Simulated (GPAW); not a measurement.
# How the plane-wave cutoff moves the magnetism of free-standing triangular Mo monolayer, spacing 2.74 A, part 2 of 2

Wanted: the cheapest choice of the plane-wave cutoff that holds the magnetic results of free-standing triangular Mo monolayer, spacing 2.74 A.

GPAW 26.7.0; revPBE; plane waves with GPAW's PAW setups, scalar-relativistic.

So far, largest spin moment in the augmentation sphere (μB): step 3 (rung 1 (250 eV), start antiferro q=(0,1/2,0) +-) 0.591; step 5 (cutoff 325 eV) 0.621; step 7 (cutoff 400 eV) 0.626.

## (9) Rung 4 (500 eV), start antiferro q=(0,1/2,0) +-

Contents of order2.py:

```python
import json
import numpy as np
from ase import Atoms
from ase.parallel import paropen, parprint
from gpaw import GPAW

atoms = Atoms(['Mo', 'Mo'],
    cell=[[2.74, 0.0, 0.0],
         [-2.74, 4.74582, 0.0],
         [0.0, 0.0, 14.0]],
    scaled_positions=[[0.0, 0.0, 0.5],
         [0.0, 0.5, 0.5]],
    pbc=True,
    magmoms=[1.0, -1.0])
atoms.calc = GPAW(mode={'name': 'pw', 'ecut': 500},
    xc='revPBE',
    kpts={'size': (12, 6, 1), 'gamma': True},
    occupations={'name': 'fermi-dirac', 'width': 0.05},
    convergence={'density': 1e-05, 'energy': 1e-05},
    maxiter=200,
    symmetry={'tolerance': 1e-4},
    txt='order2.txt')
e = atoms.get_potential_energy(force_consistent=True)
res = {'free_energy': e, 'energy_sigma0': atoms.get_potential_energy(), 'fermi_energy': atoms.calc.get_fermi_level()}
res['moments'] = atoms.get_magnetic_moments().tolist()
res['total'] = atoms.get_magnetic_moment()
parprint('site moments (muB):', np.round(res['moments'], 3))
parprint(f"total moment: {res['total']:.3f} muB")
parprint(f'free energy: {e:.6f} eV')
atoms.calc.write('order2.gpw')
with paropen('results.json', 'w') as f:
    json.dump(res, f)
```

Launch:

```
$ OMP_NUM_THREADS=1 python3 order2.py > order2.log
```

Numbers of over 12 decimals in the logs are rounded to 6 here.

Output:

```text
site moments (muB): [ 0.627 -0.627]
total moment: 0.000 muB
free energy: -16.728702 eV

--- order2.txt ---
Input parameters:
  mode=PW(ecut=500),
  convergence={'density': 1e-05, 'energy': 1e-05},
  kpts=MonkhorstPack(size=(12, 6, 1), gamma=True),
  maxiter=200,
  occupations=Occupations(name='fermi-dirac', width=0.05),
  symmetry=Symmetry(tolerance=0.0001),
  xc=XC(name='revPBE')

Diagonalizing LCAO Hamiltonian
[...]
|          8 |        -6.369 |     1.000 |        -6.369 |     1.000 |
|          9 |        -5.458 |     1.000 |        -5.458 |     1.000 |
[...]
|         17 |         0.892 |     0.000 |         0.892 |     0.000 |
|         18 |         0.941 |     0.000 |         0.941 |     0.000 |
|         19 |         1.847 |     0.000 |         1.847 |     0.000 |
|         20 |         2.986 |     0.000 |         2.986 |     0.000 |

No gap
No difference between direct/indirect transitions


[key lines of the parts left out:]
Free energy:     -16.728702
Converged in 19 steps
dipole moment: (-10.203711, -17.673347, 0.000003)  # |e|*Ang
Fermi level: -1.654
```

Elapsed: 2.7 min, on 1 MPI rank of Intel Xeon Platinum 8488C (Sapphire Rapids), shared host; peak memory 0.36 GiB.

This step gave:

```
magnetization  : 0 μB
final state    : antiferromagnetic
largest moment : 0.6272 μB
```

This start lies -13.8 meV a seeded atom from the first, a change of -0.1 meV since rung 3; its largest moment is 0.627 μB.

## (10) Rung 5 (650 eV), start ferro +

Contents of order1.py:

```python
import json
import numpy as np
from ase import Atoms
from ase.parallel import paropen, parprint
from gpaw import GPAW

atoms = Atoms(['Mo'],
    cell=[[2.74, 0.0, 0.0],
         [-1.37, 2.37291, 0.0],
         [0.0, 0.0, 14.0]],
    scaled_positions=[[0.0, 0.0, 0.5]],
    pbc=True,
    magmoms=[1.0])
atoms.calc = GPAW(mode={'name': 'pw', 'ecut': 650},
    xc='revPBE',
    kpts={'size': (12, 12, 1), 'gamma': True},
    occupations={'name': 'fermi-dirac', 'width': 0.05},
    convergence={'density': 1e-05, 'energy': 1e-05},
    maxiter=200,
    symmetry={'tolerance': 1e-4},
    txt='order1.txt')
e = atoms.get_potential_energy(force_consistent=True)
res = {'free_energy': e, 'energy_sigma0': atoms.get_potential_energy(), 'fermi_energy': atoms.calc.get_fermi_level()}
res['moments'] = atoms.get_magnetic_moments().tolist()
res['total'] = atoms.get_magnetic_moment()
parprint('site moments (muB):', np.round(res['moments'], 3))
parprint(f"total moment: {res['total']:.3f} muB")
parprint(f'free energy: {e:.6f} eV')
atoms.calc.write('order1.gpw')
with paropen('results.json', 'w') as f:
    json.dump(res, f)
```

Launch:

```
$ OMP_NUM_THREADS=1 python3 order1.py > order1.log
```

Output:

```text
site moments (muB): [0.]
total moment: 0.000 muB
free energy: -8.353977 eV

--- order1.txt ---
Input parameters:
  mode=PW(ecut=650),
  convergence={'density': 1e-05, 'energy': 1e-05},
  kpts=MonkhorstPack(size=(12, 12, 1), gamma=True),
  maxiter=200,
  occupations=Occupations(name='fermi-dirac', width=0.05),
  symmetry=Symmetry(tolerance=0.0001),
  xc=XC(name='revPBE')

Diagonalizing LCAO Hamiltonian
[...]
|          3 |       -36.023 |     1.000 |       -36.023 |     1.000 |
|          4 |        -6.435 |     1.000 |        -6.435 |     1.000 |
[...]
|          9 |         0.765 |     0.000 |         0.765 |     0.000 |
|         10 |         0.765 |     0.000 |         0.765 |     0.000 |
|         11 |         2.795 |     0.000 |         2.795 |     0.000 |
|         12 |         3.659 |     0.000 |         3.659 |     0.000 |

No gap
No difference between direct/indirect transitions


[key lines of the parts left out:]
Free energy:      -8.353977
Converged in 15 steps
dipole moment: (-5.103403, -8.839354, 0.000001)  # |e|*Ang
Fermi level: -1.722
```

Run time: 40 s. Hardware: 1 MPI rank; peak memory 0.23 GiB.

Read from the output:

| Quantity | Value |
| --- | --- |
| final state | non-magnetic |

After 15 cycles the seed has died away: no moment is left.

## (11) Rung 5 (650 eV), start antiferro q=(0,1/2,0) +-

order2.py is the script of step 9 with these lines changed:

```diff
@@ -14,3 +14,3 @@
     magmoms=[1.0, -1.0])
-atoms.calc = GPAW(mode={'name': 'pw', 'ecut': 500},
+atoms.calc = GPAW(mode={'name': 'pw', 'ecut': 650},
     xc='revPBE',
```

Launch:

```
$ OMP_NUM_THREADS=1 python3 order2.py > order2.log
```

Output:

```text
site moments (muB): [ 0.627 -0.627]
total moment: 0.000 muB
free energy: -16.735574 eV

--- order2.txt ---
Input parameters:
  mode=PW(ecut=650),
  convergence={'density': 1e-05, 'energy': 1e-05},
  kpts=MonkhorstPack(size=(12, 6, 1), gamma=True),
  maxiter=200,
  occupations=Occupations(name='fermi-dirac', width=0.05),
  symmetry=Symmetry(tolerance=0.0001),
  xc=XC(name='revPBE')

Diagonalizing LCAO Hamiltonian
[...]
|          8 |        -6.369 |     1.000 |        -6.369 |     1.000 |
|          9 |        -5.458 |     1.000 |        -5.458 |     1.000 |
[...]
|         17 |         0.892 |     0.000 |         0.892 |     0.000 |
|         18 |         0.942 |     0.000 |         0.942 |     0.000 |
|         19 |         1.846 |     0.000 |         1.846 |     0.000 |
|         20 |         2.986 |     0.000 |         2.986 |     0.000 |

No gap
No difference between direct/indirect transitions


[key lines of the parts left out:]
Free energy:     -16.735574
Converged in 21 steps
dipole moment: (-10.203721, -17.673364, 0.000003)  # |e|*Ang
Fermi level: -1.654
```

The job ended after 4.6 min (1 MPI rank; peak memory 0.48 GiB).

This step gave:

```
magnetization  : 0 μB
final state    : antiferromagnetic
largest moment : 0.6274 μB
```

This start lies -13.8 meV a seeded atom from the first, a change of -0.0 meV since rung 4; its largest moment is 0.627 μB.

## (12) Rung 6 (800 eV), start ferro +

order1.py is the script of step 10 with these lines changed:

```diff
@@ -13,3 +13,3 @@
     magmoms=[1.0])
-atoms.calc = GPAW(mode={'name': 'pw', 'ecut': 650},
+atoms.calc = GPAW(mode={'name': 'pw', 'ecut': 800},
     xc='revPBE',
```

Launch:

```
$ OMP_NUM_THREADS=1 python3 order1.py > order1.log
```

Output:

```text
site moments (muB): [0.]
total moment: 0.000 muB
free energy: -8.354533 eV

--- order1.txt ---
Input parameters:
  mode=PW(ecut=800),
  convergence={'density': 1e-05, 'energy': 1e-05},
  kpts=MonkhorstPack(size=(12, 12, 1), gamma=True),
  maxiter=200,
  occupations=Occupations(name='fermi-dirac', width=0.05),
  symmetry=Symmetry(tolerance=0.0001),
  xc=XC(name='revPBE')

Diagonalizing LCAO Hamiltonian
[...]
|          3 |       -36.023 |     1.000 |       -36.023 |     1.000 |
|          4 |        -6.435 |     1.000 |        -6.435 |     1.000 |
[...]
|          9 |         0.765 |     0.000 |         0.765 |     0.000 |
|         10 |         0.765 |     0.000 |         0.765 |     0.000 |
|         11 |         2.794 |     0.000 |         2.794 |     0.000 |
|         12 |         3.658 |     0.000 |         3.658 |     0.000 |

No gap
No difference between direct/indirect transitions


[key lines of the parts left out:]
Free energy:      -8.354533
Converged in 15 steps
dipole moment: (-5.103407, -8.839362, 0.000001)  # |e|*Ang
Fermi level: -1.722
```

It took 40 s on 1 MPI rank; peak memory 0.26 GiB.

This step gave:

| Quantity | Value |
| --- | --- |
| final state | non-magnetic |

After 15 cycles the seed has died away: no moment is left.

## (13) Rung 6 (800 eV), start antiferro q=(0,1/2,0) +-

order2.py is the script of step 11 with these lines changed:

```diff
@@ -14,3 +14,3 @@
     magmoms=[1.0, -1.0])
-atoms.calc = GPAW(mode={'name': 'pw', 'ecut': 650},
+atoms.calc = GPAW(mode={'name': 'pw', 'ecut': 800},
     xc='revPBE',
```

Launch:

```
$ OMP_NUM_THREADS=1 python3 order2.py > order2.log
```

Output:

```text
site moments (muB): [ 0.627 -0.627]
total moment: -0.000 muB
free energy: -16.736714 eV

--- order2.txt ---
Input parameters:
  mode=PW(ecut=800),
  convergence={'density': 1e-05, 'energy': 1e-05},
  kpts=MonkhorstPack(size=(12, 6, 1), gamma=True),
  maxiter=200,
  occupations=Occupations(name='fermi-dirac', width=0.05),
  symmetry=Symmetry(tolerance=0.0001),
  xc=XC(name='revPBE')

Diagonalizing LCAO Hamiltonian
[...]
|          8 |        -6.369 |     1.000 |        -6.369 |     1.000 |
|          9 |        -5.458 |     1.000 |        -5.458 |     1.000 |
[...]
|         17 |         0.892 |     0.000 |         0.892 |     0.000 |
|         18 |         0.942 |     0.000 |         0.942 |     0.000 |
|         19 |         1.846 |     0.000 |         1.846 |     0.000 |
|         20 |         2.986 |     0.000 |         2.986 |     0.000 |

No gap
No difference between direct/indirect transitions


[key lines of the parts left out:]
Free energy:     -16.736714
Converged in 20 steps
dipole moment: (-10.203730, -17.673380, 0.000003)  # |e|*Ang
Fermi level: -1.654
```

The job ended after 5.2 min (1 MPI rank; peak memory 0.6 GiB).

Numbers from this step:

```
magnetization  : 0 μB
final state    : antiferromagnetic
largest moment : 0.6275 μB
```

This start lies -13.8 meV a seeded atom from the first, a change of -0.0 meV since rung 5; its largest moment is 0.627 μB.

## (14) Side by side

Ladder, by row:

```tsv
rung	cutoff (eV)	state from the first start	state from the second start	second less first (meV a seeded atom)	moment, first (μB)	moment, second (μB)	CPU time (s)
1	250	non-magnetic	antiferromagnetic	-11.22	0	0.5908	62.48
2	325	non-magnetic	antiferromagnetic	-13.53	0	0.6213	89.39
3	400	non-magnetic	antiferromagnetic	-13.66	0	0.6259	148
4	500	non-magnetic	antiferromagnetic	-13.78	0	0.6272	187.1
5	650	non-magnetic	antiferromagnetic	-13.81	0	0.6274	316.6
6	800	non-magnetic	antiferromagnetic	-13.82	0	0.6275	353.9
```

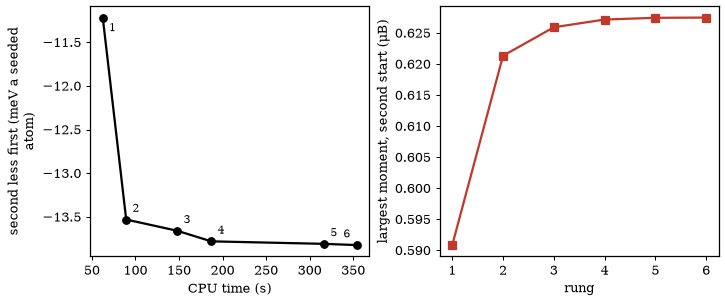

Result against cost, rungs numbered as in the table, and the moment by rung.

## (15) Summary of results

| Item | Value |
| --- | --- |
| range of the moment in the table, second start | 0.591 to 0.627 μB |
| range of CPU time | 62 s to 5.9 min |
| range of the energy difference | -13.8 to -11.2 meV a seeded atom |
| first rung from which all stay within 2 meV of the last | 2 |

In words: From rung 2 on the result stays within 0.29 meV of the last rung, inside the margin of 2 meV set for it, at 25 % of the last rung's cost. The second start ends lower on every rung of the table; whether functional and cell give the true order is another question.

[Logs and program files are shortened in this print: banners, set-up blocks, solver, clock and traceback lines can be left out without a mark of their own.]

[Logs are printed without paths, hosts, clocks, repeated set-up lines and the standing remarks that a program may print on its own settings, such as how far it seeks lower states.]

[Hosts, paths, dates, database ids (printed as entryN), source tags and the programs' standing remarks are cut or masked in the printed files.]

[Where a cell is said to come from a database of computed structures, the database is the Materials Project.]
